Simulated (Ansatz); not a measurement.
BClFGeH$_{4}$N (SMILES FB(Cl)[NH][GeH3])

The calculation's input:

```
crystal:
  periodic: [false, false, false]
  atoms:
    - { symbol: F, position_ang: [-1.6665, 0.8698, 1.034] }
    - { symbol: B, position_ang: [-0.4425, 0.3196, 1.356] }
    - { symbol: Cl, position_ang: [-0.2276, -0.4415, 3.001] }
    - { symbol: "N", position_ang: [0.8092, 0.4385, 0.3905] }
    - { symbol: Ge, position_ang: [0.2727, -0.4953, -1.1818] }
    - { symbol: H, position_ang: [0.8381, 1.452, 0.1409] }
    - { symbol: H, position_ang: [-0.04191, -1.95121, -0.85226] }
    - { symbol: H, position_ang: [1.37174, -0.38133, -2.23053] }
    - { symbol: H, position_ang: [-0.97214, 0.21698, -1.66845] }
basis:
  gaussian: { orbitals: def2-SVP }
hamiltonian:
  xc: pbe
  dispersion: d4
relax:
  f_tol: 0.015
  max_steps: 40
output:
  orbitals: {}
```

Launched as:

```sh
ansatz run input.yaml --threads 2 --pin off --max-ram 3072MiB --backend cpu --events-out ev --progress --plain --runs-dir out
```

The fields are those of the relaxed geometry.

Theory: Ansatz 0.2.0, RKS PBE-D4/def2-SVP.

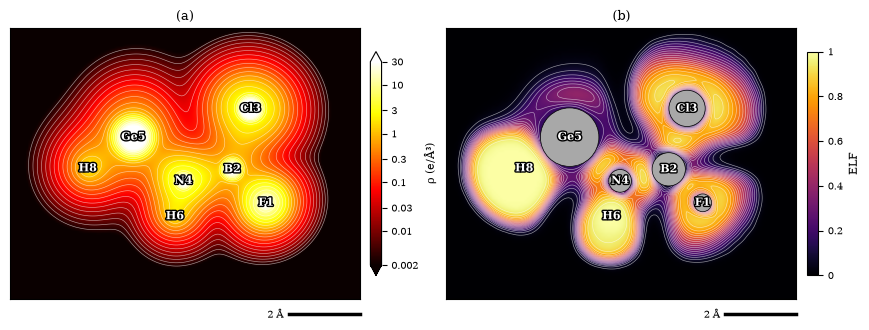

Figure 1. (a) electron density; (b) electron localisation function on the plane of atoms Cl3, B2 and N4. Grey discs cover the atomic cores in the ELF map.

Interpret the plot.

Atoms in the plane: F, B, Cl, N, Ge and H. B–F (1.34 Å): ρ is about 2.1 e/Å³ halfway; the ELF peaks at about 0.85 between the atoms (a polar covalent bond). B–N (1.40 Å): ρ is about 1.9 e/Å³ halfway; the ELF peaks at about 0.90 between the atoms, as expected for a polar covalent bond. B–Cl (1.79 Å): the density is about 1.3 e/Å³ at the midpoint; the ELF peaks at about 0.90 between the atoms, as expected for a shared but strongly polarised pair. Ge–N (1.88 Å): ρ is about 0.88 e/Å³ halfway; the ELF peaks at about 0.90 in the valence shell of N, 0.7 Å from its nucleus, and is about 0.50 at the midpoint. N–H (1.02 Å): the density is about 2.7 e/Å³ at the midpoint; the ELF climbs to about 1 towards the hydrogen, as it does in any bond to H; a covalent bond by its length. The ELF also peaks beside F1 and Cl3, away from the bonds: lone-pair regions.

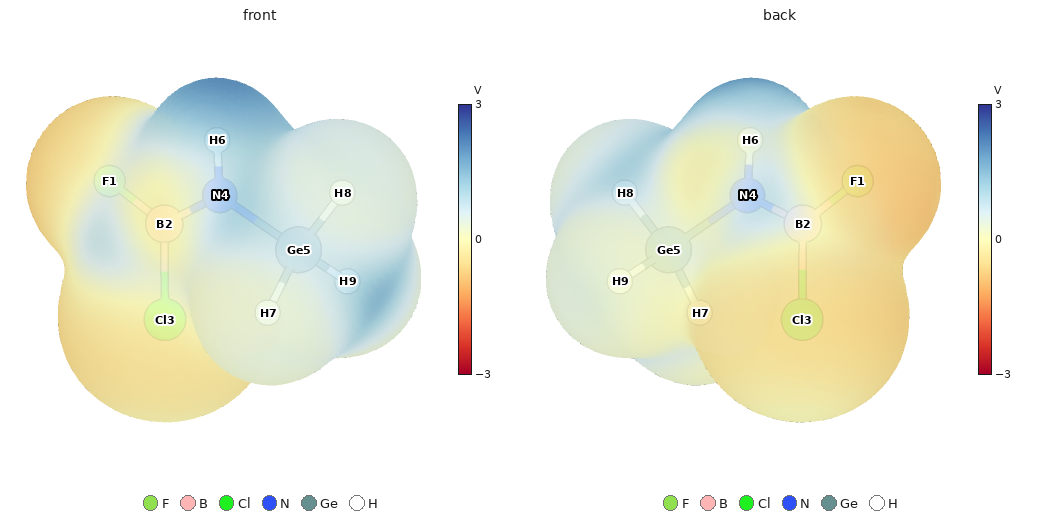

Figure 2. The molecular electrostatic potential painted on the density surface at 0.002 e/bohr³, seen from the front and from behind; the colour scale runs from red (negative) to blue (positive).

Where is the surface potential most negative and most positive?

The most negative region (about −0.8 V) lies over F1, the most positive (about +2.0 V) over H6.

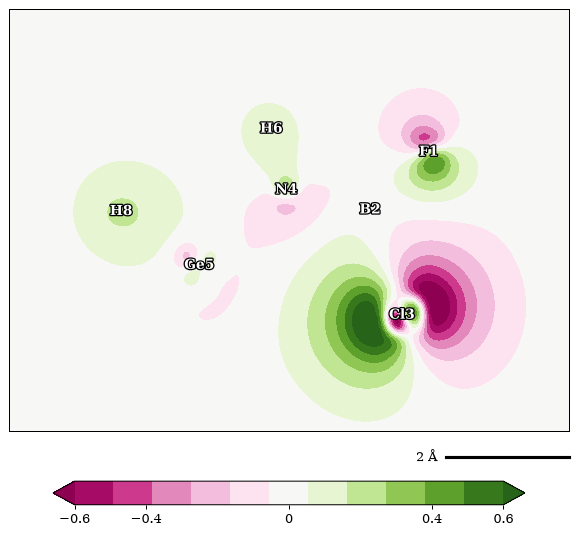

Figure 3. The HOMO−1 on the plane of atoms B2, N4 and H6 (values in Å⁻³ᐟ²; the overall sign is arbitrary).

Describe this orbital and give its energy.

By Hirshfeld shares it lies mainly on Cl3 (about 85 %); largely a lone pair of Cl3. Its energy is −7.47 eV.

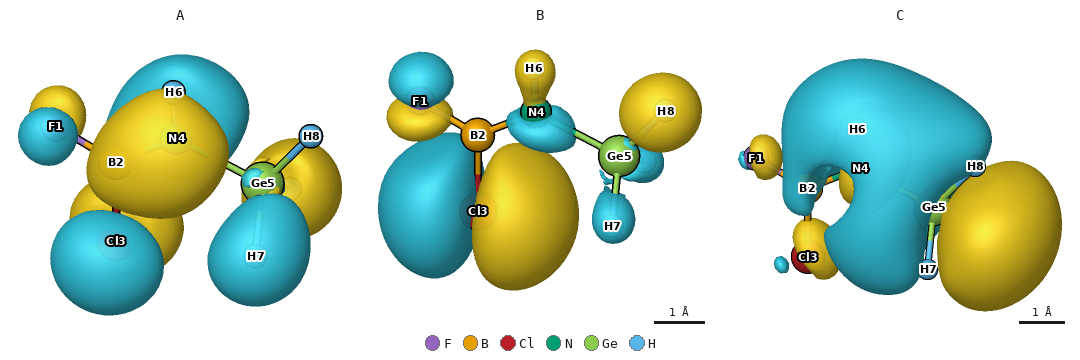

Figure 4. Three frontier orbitals at ±0.06 Å⁻³ᐟ² (yellow and cyan are the two phases), in no order.

Order the three orbitals by energy and name them.

B is the HOMO−1 (−7.47 eV). By Hirshfeld shares it lies mainly on Cl3 (about 85 %); largely a lone pair of Cl3. A is the HOMO (−6.74 eV). It lies mainly on N4 (about 50 %), Cl3 (about 15 %), B2 (about 10 %) and Ge5 (about 10 %). C is the LUMO (−0.36 eV). Its weight (Hirshfeld) is mainly on Ge5 (about 50 %), N4 (about 15 %) and H6 (about 10 %).

What is the HOMO–LUMO gap?

6.38 eV between the orbital energies.
